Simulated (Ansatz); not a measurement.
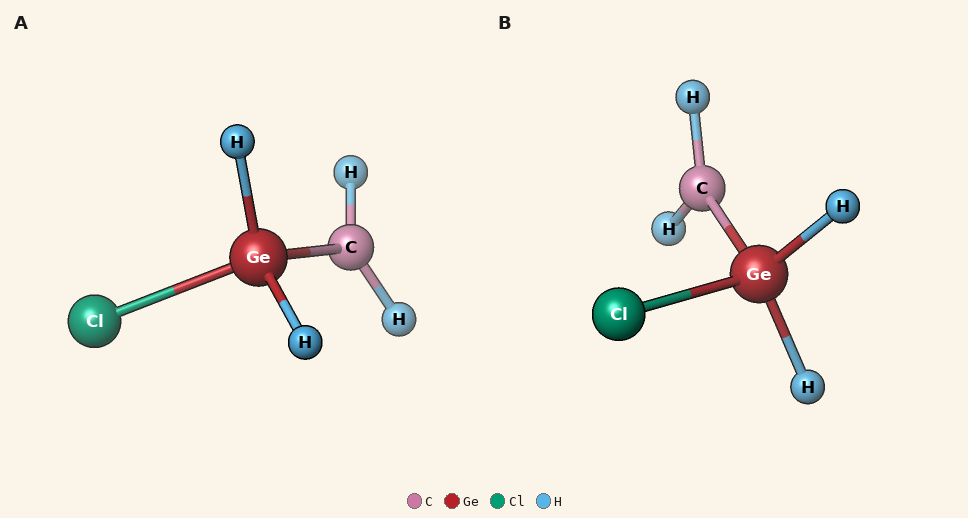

Distant atoms are faded towards the background colour. Charge 0, doublet. Computed geometry: PBE-D4/def2-SVP optimisation. No frequency run is at hand to confirm it as a minimum.

Q: Are A and B the same structure? If not, how do they differ?

A: Yes. They are the same structure, CH4ClGe ([CH2][GeH2][Cl]), seen from two directions. With point group Cs it is achiral, so its mirror image would be the same too.
